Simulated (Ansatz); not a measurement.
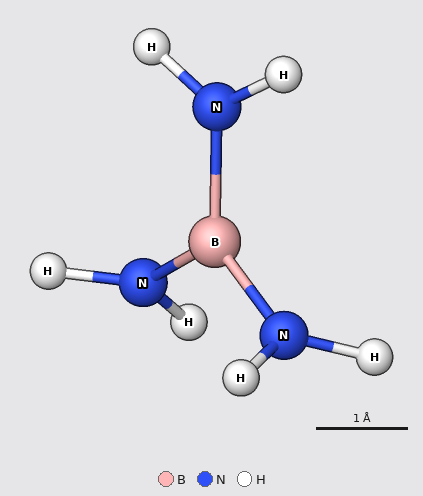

The input geometry (ball-and-stick view, seen at a tilt).

# Geometry relaxation, with input and output: BN3H6 (part 1 of 2)

System: BN3H6.
Method: RKS BHLYP-D4/6-31G* (Ansatz 0.2.0).

It belongs to a series of runs on one base structure; here: start relaxed.

## Log
```
The last accepted step is kept in [file] (removed where the run ends without a failure and the disk answers)
Engine: ansatz 0.2.0, x86_64-unknown-linux-gnu
Functional definition: BHLYP
  parameter a = 0.5
  exchange = (1 - a)*b88_x + a*exact_x
  correlation = lyp_c
850 factors; integrals over basis functions are off by at most 4.4e-4 eV
mean field evaluation 1: about -5233.5771 eV, gradient 6.3e1 eV
mean field evaluation 2: about -5234.0528 eV, gradient 6.1e1 eV
mean field evaluation 4: about -5241.4224 eV, gradient 1.8e0 eV
mean field evaluation 8: about -5241.4270 eV, gradient 6.4e-2 eV
mean field evaluation 16: about -5241.4270 eV, gradient 1.0e-5 eV
mean field -5241.42697607 eV, -192.6188886038 hartree, gradient 1.0e-5 eV, S^2 0.000000; 0 other end points of the search recorded, 0 dependent functions left out
the calculation of the forces begins
reference -5241.42711288 eV, -192.6188936313 hartree; 16, 16 occupied and 56, 56 virtual orbitals, 850 factors
relax step   1: F+E_penalty+E_count = -5241.57569481 eV  Δ(F+E_penalty+E_count) = +0.000e0 eV  max|allowed force component| = 2.522e0 eV/Å  Δτ_max = 0.0000 Å  (26 SCF iters, accepted)
these checks for a lower state are left out or cut short: starts, cluster_reference, orbital_swaps, neighbouring_geometries, increment
850 factors; integrals over basis functions are off by at most 4.1e-4 eV
mean field -5242.75162362 eV, -192.6675685034 hartree, gradient 1.2e-5 eV, S^2 0.000000; 0 other end points of the search recorded, 0 dependent functions left out
[... from here on the field's lines of each further geometry are left out, up to the last ...]
relax step   2: F+E_penalty+E_count = -5242.90415094 eV  Δ(F+E_penalty+E_count) = -1.328e0 eV  max|allowed force component| = 1.247e0 eV/Å  Δτ_max = 0.1939 Å  (28 SCF iters, accepted)
relax step   3: F+E_penalty+E_count = -5243.32164133 eV  Δ(F+E_penalty+E_count) = -4.175e-1 eV  max|allowed force component| = 8.733e-1 eV/Å  Δτ_max = 0.1948 Å  (28 SCF iters, accepted)
relax step   4: F+E_penalty+E_count = -5243.57315204 eV  Δ(F+E_penalty+E_count) = -2.515e-1 eV  max|allowed force component| = 7.065e-1 eV/Å  Δτ_max = 0.2000 Å  (28 SCF iters, accepted)
relax step   5: F+E_penalty+E_count = -5243.73667249 eV  Δ(F+E_penalty+E_count) = -1.635e-1 eV  max|allowed force component| = 7.245e-1 eV/Å  Δτ_max = 0.2000 Å  (27 SCF iters, accepted)
relax step   6: F+E_penalty+E_count = -5243.86682242 eV  Δ(F+E_penalty+E_count) = -1.301e-1 eV  max|allowed force component| = 6.562e-1 eV/Å  Δτ_max = 0.2000 Å  (27 SCF iters, accepted)
relax step   7: F+E_penalty+E_count = -5243.98390545 eV  Δ(F+E_penalty+E_count) = -1.171e-1 eV  max|allowed force component| = 5.614e-1 eV/Å  Δτ_max = 0.2000 Å  (27 SCF iters, accepted)
relax step   8: F+E_penalty+E_count = -5244.06970227 eV  Δ(F+E_penalty+E_count) = -8.580e-2 eV  max|allowed force component| = 2.366e-1 eV/Å  Δτ_max = 0.2000 Å  (26 SCF iters, accepted)
relax step   9: F+E_penalty+E_count = -5244.10186817 eV  Δ(F+E_penalty+E_count) = -3.217e-2 eV  max|allowed force component| = 2.806e-1 eV/Å  Δτ_max = 0.2000 Å  (27 SCF iters, accepted)
relax step  10: F+E_penalty+E_count = -5244.11024785 eV  Δ(F+E_penalty+E_count) = -8.380e-3 eV  max|allowed force component| = 5.149e-2 eV/Å  Δτ_max = 0.1198 Å  (27 SCF iters, accepted)
relax step  11: F+E_penalty+E_count = -5244.11199099 eV  Δ(F+E_penalty+E_count) = -1.743e-3 eV  max|allowed force component| = 7.802e-2 eV/Å  Δτ_max = 0.0419 Å  (23 SCF iters, accepted)
relax step  12: F+E_penalty+E_count = -5244.11195006 eV  Δ(F+E_penalty+E_count) = +4.094e-5 eV  max|allowed force component| = 2.934e-1 eV/Å  Δτ_max = 0.0422 Å  (23 SCF iters, rejected (line search))
relax step  13: F+E_penalty+E_count = -5244.11258445 eV  Δ(F+E_penalty+E_count) = -5.935e-4 eV  max|allowed force component| = 2.487e-2 eV/Å  Δτ_max = 0.0210 Å  (24 SCF iters, accepted)
relax step  14: F+E_penalty+E_count = -5244.11298481 eV  Δ(F+E_penalty+E_count) = -4.004e-4 eV  max|allowed force component| = 9.025e-3 eV/Å  Δτ_max = 0.0301 Å  (23 SCF iters, accepted)
relax step  15: F+E_penalty+E_count = -5244.11305390 eV  Δ(F+E_penalty+E_count) = -6.909e-5 eV  max|allowed force component| = 7.701e-2 eV/Å  Δτ_max = 0.0338 Å  (23 SCF iters, accepted)
relax step  16: F+E_penalty+E_count = -5244.11300055 eV  Δ(F+E_penalty+E_count) = +5.335e-5 eV  max|allowed force component| = 6.004e-2 eV/Å  Δτ_max = 0.0097 Å  (24 SCF iters, rejected (line search))
relax step  17: F+E_penalty+E_count = -5244.11319343 eV  Δ(F+E_penalty+E_count) = -1.395e-4 eV  max|allowed force component| = 2.451e-2 eV/Å  Δτ_max = 0.0048 Å  (22 SCF iters, accepted)
the calculation of the forces begins
reference -5243.95793980 eV, -192.7118998053 hartree; 16, 16 occupied and 56, 56 virtual orbitals, 850 factors
relax step  18: F+E_penalty+E_count = -5244.11321578 eV  Δ(F+E_penalty+E_count) = -2.235e-5 eV  max|allowed force component| = 7.778e-4 eV/Å  Δτ_max = 0.0042 Å  (21 SCF iters, accepted)
850 factors; integrals over basis functions are off by at most 3.9e-4 eV
mean field evaluation 128: about -5243.9580 eV, gradient 7.7e-2 eV
```

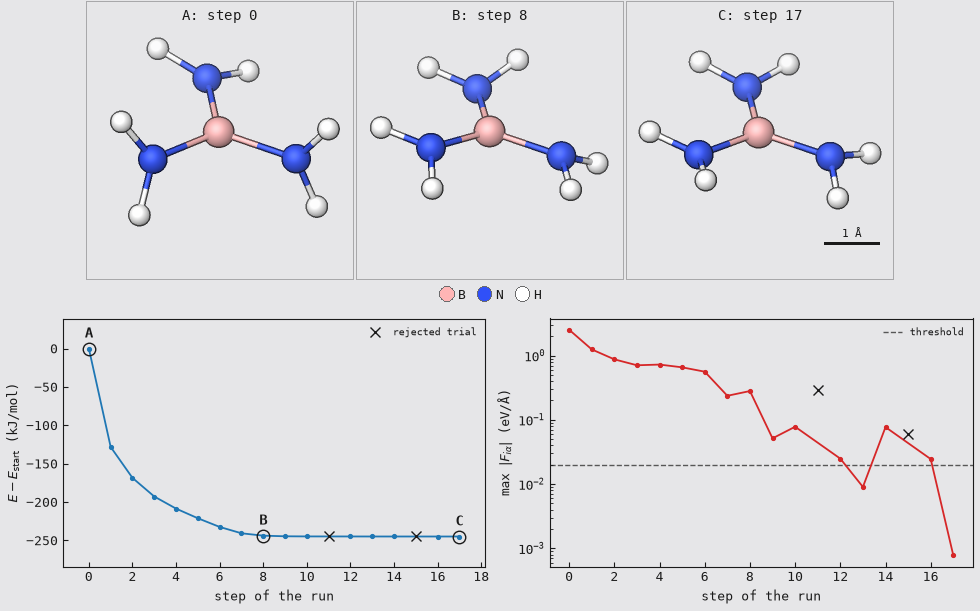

Frames of the relaxation (ball-and-stick view, seen at a tilt) above the curves, on which the letters mark them (the first geometry is step 0 here and step 1 in the log).

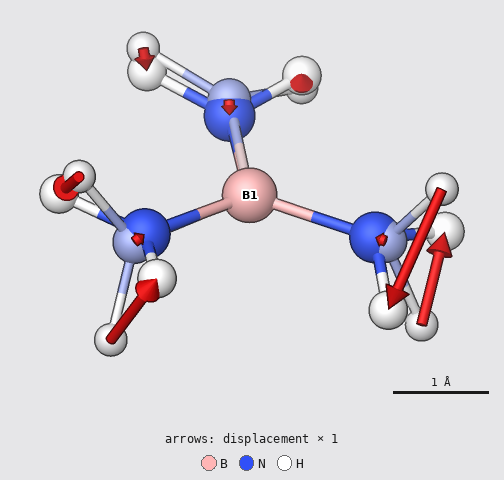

Start (faint) and end (solid) with the displacements as red arrows, at true length (ball-and-stick view, seen at a tilt). The two geometries are laid on each other by the best rigid fit. After 17 geometry steps the energy has fallen by 244.8 kJ/mol. The largest force component goes from 2.5 to 0.00078 eV/Å. The line search rejected the trial steps at points 11, 15 (counted from 0) and went back. The atom that moves furthest after the best rigid fit is H6 (1.40 Å). By element the largest moves are H 1.40 Å, N 0.17 Å, B 0.01 Å. Distances before and after: B1–N2 1.550 → 1.426 Å, N2–H3 1.060 → 1.000 Å. Among the angles that change: H6–N5–H7 120.0° → 111.8°, H9–N8–H10 120.0° → 112.7°, B1–N8–H9 120.0° → 122.1°. (Atoms are counted from 1 in the order of the input.)

```
mean field -5243.95780984 eV, -192.7118950293 hartree, gradient 2.2e-5 eV, S^2 0.000000; 1 other end points of the search recorded, 0 dependent functions left out
the calculation of the forces begins
reference -5243.95793980 eV, -192.7118998053 hartree; 16, 16 occupied and 56, 56 virtual orbitals, 850 factors
Total energy: -5244.11334574 eV, -192.7176108682 hartree
Atom 0 at    -0.000095     0.011694    -0.001002 Å, force     0.000053    -0.000176    -0.000778 eV/Å
Atom 1 at    -0.013530     0.141614     1.418710 Å, force    -0.000510     0.000021     0.000469 eV/Å
Atom 2 at    -0.835878    -0.031028     1.960096 Å, force    -0.000177    -0.000234     0.000272 eV/Å
Atom 3 at     0.824023     0.079385     1.960781 Å, force     0.000413     0.000426     0.000137 eV/Å
Atom 4 at     1.243825     0.024246    -0.705678 Å, force     0.000449    -0.000651    -0.000184 eV/Å
Atom 5 at     1.265723     0.176616    -1.694373 Å, force    -0.000205     0.000578    -0.000001 eV/Å
Atom 6 at     2.075501     0.357965    -0.260500 Å, force     0.000186    -0.000035     0.000074 eV/Å
Atom 7 at    -1.224211    -0.113661    -0.720776 Å, force     0.000298     0.000100     0.000401 eV/Å
Atom 8 at    -2.092612    -0.303760    -0.263769 Å, force    -0.000436     0.000204     0.000061 eV/Å
Atom 9 at    -1.242745    -0.343071    -1.693489 Å, force    -0.000073    -0.000233    -0.000451 eV/Å
Dipole moment:    -0.016806    -0.061115     0.014138 e Å
```

## Trajectory as extended XYZ (Å, eV, eV/Å), 18 frames, from step=1 to step=18
```
10
Properties=species:S:1:pos:R:3:forces:R:3 step=1 energy=-5241.57570
B     0.0000    0.0000    0.0000   -0.1814  -0.0210   0.9353
N     0.0000    0.0000    1.5500   -0.0705  -0.1883  -2.5215
H    -0.8770   -0.2713    2.0800    2.1322   1.0468  -0.9128
H     0.8770    0.2713    2.0800   -2.1088  -1.0958  -1.0106
N     1.3423    0.0000   -0.7750   -0.5429   0.6756   0.7812
H     1.8089   -0.9179   -1.0268   -0.9212   2.4522   0.4444
H     1.7937    0.9179   -1.0532   -0.6891  -2.4912   0.4442
N    -1.3423    0.0000   -0.7750    0.7891  -0.3817   0.9707
H    -2.0112   -0.8164   -0.6764    1.1314   2.3511  -0.3102
H    -1.5914    0.8164   -1.4036    0.4612  -2.3478   1.1794
10
Properties=species:S:1:pos:R:3:forces:R:3 step=2 energy=-5242.90415
B    -0.0011    0.0034    0.0010   -0.2872  -0.0494   0.6325
N    -0.0009   -0.0340    1.4578   -0.2389  -0.1213  -1.0163
H    -0.8702   -0.1365    1.9977    1.1393   0.3567  -0.5088
H     0.8630    0.0999    1.9905   -0.9608  -0.4445  -0.5043
N     1.3181    0.0530   -0.7009   -0.3773   0.3410   0.5158
H     1.7592   -0.8105   -1.0054   -0.3713   0.8145   0.0098
H     1.7560    0.9090   -1.0205   -0.2074  -0.7142   0.1082
N    -1.3052   -0.0218   -0.7144    0.6813   0.0961   0.2716
H    -2.0135   -0.7384   -0.5667    0.3652   0.9680   0.0005
H    -1.5054    0.6759   -1.4390    0.2572  -1.2471   0.4910
10
Properties=species:S:1:pos:R:3:forces:R:3 step=3 energy=-5243.32164
B    -0.0018    0.0124    0.0223   -0.1745   0.0354  -0.4476
N    -0.0099   -0.0577    1.4153   -0.1944  -0.1678   0.6267
H    -0.8514   -0.1119    1.9578    0.0922   0.1490   0.0071
H     0.8314    0.0287    1.9485    0.0225  -0.2366  -0.0433
N     1.3067    0.0902   -0.6334    0.2519  -0.1598   0.2471
H     1.6812   -0.7440   -1.0511   -0.2555   0.2323  -0.1535
H     1.7224    0.9137   -1.0018    0.0072   0.2928  -0.1395
N    -1.2589   -0.0273   -0.6816    0.0551   0.2424  -0.6227
H    -2.0240   -0.6392   -0.4585    0.0228   0.4856   0.1435
H    -1.3958    0.5351   -1.5174    0.1727  -0.8733   0.3823
10
Properties=species:S:1:pos:R:3:forces:R:3 step=4 energy=-5243.57315
B     0.0167    0.0019    0.0433   -0.2200   0.1949  -0.2611
N    -0.0230   -0.0679    1.4409   -0.0784  -0.0919   0.3802
H    -0.8712   -0.0693    1.9703    0.0088   0.0490   0.0647
H     0.8137   -0.0395    1.9861    0.0266  -0.1193  -0.0287
N     1.3383    0.1042   -0.5863    0.4353  -0.7065  -0.1368
H     1.5831   -0.6794   -1.1858   -0.3088   0.5158   0.1273
H     1.6813    0.9474   -0.9944   -0.1054   0.3012  -0.0217
N    -1.2093   -0.0557   -0.6933   -0.0254  -0.0256  -0.4899
H    -2.0431   -0.5309   -0.3809    0.2476   0.5147  -0.0583
H    -1.2864    0.3895   -1.5999    0.0198  -0.6326   0.4243
10
Properties=species:S:1:pos:R:3:forces:R:3 step=5 energy=-5243.73667
B     0.0148   -0.0079    0.0428    0.0232   0.0437  -0.0855
N    -0.0250   -0.0516    1.4483   -0.0820   0.0523   0.2007
H    -0.8670   -0.0163    1.9859    0.0083   0.0473   0.0570
H     0.8165   -0.0662    1.9868   -0.0013  -0.0790  -0.0256
N     1.3392    0.0720   -0.5866    0.2249  -0.4870  -0.5868
H     1.4956   -0.5955   -1.3448   -0.2579   0.7245   0.3890
H     1.7260    0.9684   -0.8353   -0.1070  -0.1595   0.1446
N    -1.1958   -0.0896   -0.7041   -0.0345  -0.1020  -0.3098
H    -2.0623   -0.4502   -0.3353    0.2704   0.3425  -0.1664
H    -1.2419    0.2370   -1.6576   -0.0441  -0.3827   0.3828
10
Properties=species:S:1:pos:R:3:forces:R:3 step=6 energy=-5243.86682
B     0.0121   -0.0165    0.0419    0.1365  -0.0158   0.0058
N    -0.0234   -0.0176    1.4561    0.0092   0.1283   0.0364
H    -0.8605    0.0382    2.0000    0.0226   0.0406   0.0076
H     0.8167   -0.0887    1.9934   -0.0367  -0.0334  -0.0337
N     1.3118    0.0495   -0.6187    0.2981  -0.0296  -0.5863
H     1.4122   -0.4796   -1.4848   -0.1797   0.6562   0.4962
H     1.8028    0.9367   -0.6741   -0.2283  -0.5874   0.1515
N    -1.1867   -0.1277   -0.7087   -0.1524  -0.1312  -0.1864
H    -2.0722   -0.4031   -0.3205    0.1937   0.1501  -0.1402
H    -1.2127    0.1088   -1.6847   -0.0629  -0.1777   0.2492
10
Properties=species:S:1:pos:R:3:forces:R:3 step=7 energy=-5243.98391
B     0.0131   -0.0254    0.0311    0.1216  -0.2326  -0.0354
N    -0.0173    0.0143    1.4475   -0.0095   0.2185   0.0277
H    -0.8551    0.0832    1.9880    0.0169   0.0086   0.0029
H     0.8148   -0.0817    1.9924   -0.0068  -0.0032  -0.0168
N     1.2937    0.0324   -0.6443    0.1994   0.2286  -0.3589
H     1.3466   -0.3235   -1.5913   -0.0735   0.3852   0.4015
H     1.8848    0.8467   -0.5192   -0.2327  -0.5614   0.0354
N    -1.1803   -0.2159   -0.7169   -0.1434   0.0051  -0.0194
H    -2.0834   -0.3533   -0.2989    0.2053   0.0050  -0.1123
H    -1.2169    0.0233   -1.6883   -0.0773  -0.0539   0.0753
10
Properties=species:S:1:pos:R:3:forces:R:3 step=8 energy=-5244.06970
B     0.0127   -0.0315    0.0160    0.0990  -0.0615   0.0580
N    -0.0085    0.0819    1.4339   -0.0027   0.1179  -0.0492
H    -0.8483    0.1151    1.9738   -0.0068  -0.0251   0.0007
H     0.8126   -0.0834    1.9777    0.0202   0.0095   0.0338
N     1.2790    0.0216   -0.6642   -0.0323   0.1002  -0.1390
H     1.3035   -0.1590   -1.6524    0.0356   0.1374   0.1424
H     1.9563    0.7119   -0.3900   -0.0637  -0.2366  -0.0043
N    -1.1861   -0.2423   -0.7175   -0.0461   0.0004  -0.0142
H    -2.0779   -0.3659   -0.2807    0.0491  -0.0174  -0.0484
H    -1.2433   -0.0483   -1.6966   -0.0524  -0.0249   0.0203
```
